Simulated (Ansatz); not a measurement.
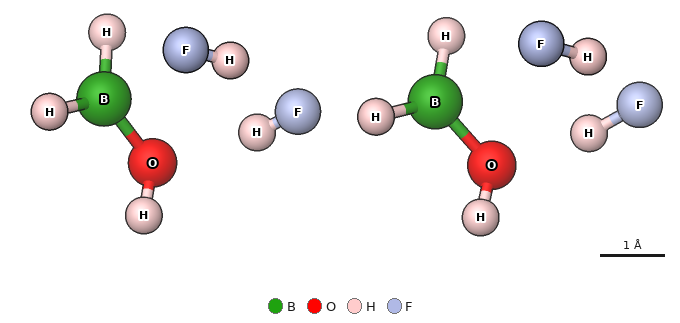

Two geometries of BH₅OF₂ (started from a transition state, displaced along its imaginary mode), drawn at one scale. One is the start of a relaxation, the other its converged end. A ball-and-stick model, seen at a tilt.

All numbers below come from RKS PBE0-D4/def2-TZVP in Ansatz. Set-up: force threshold 0.005 eV/Å; at most 200 steps.

Which of the two is the end point?

The right one is the relaxed one. An F atom moves most after the best rigid fit: 0.39 Å. Largest moves by element: F 0.39 Å, H 0.32 Å, B 0.17 Å, O 0.06 Å. Some distances before and after: B–F 2.070 → 2.631 Å, F–H 0.770 → 0.954 Å, F–H 0.806 → 0.939 Å, B–O 1.339 → 1.373 Å. Among the angles between lasting bonds that change: H–B–H 121.1° → 124.4°. The energy falls by 2.050 eV in 12 accepted moves (13 points after the start). The largest force component goes from 14 to 0.0028 eV/Å. The line search rejected the trial step at point 12 of the run.
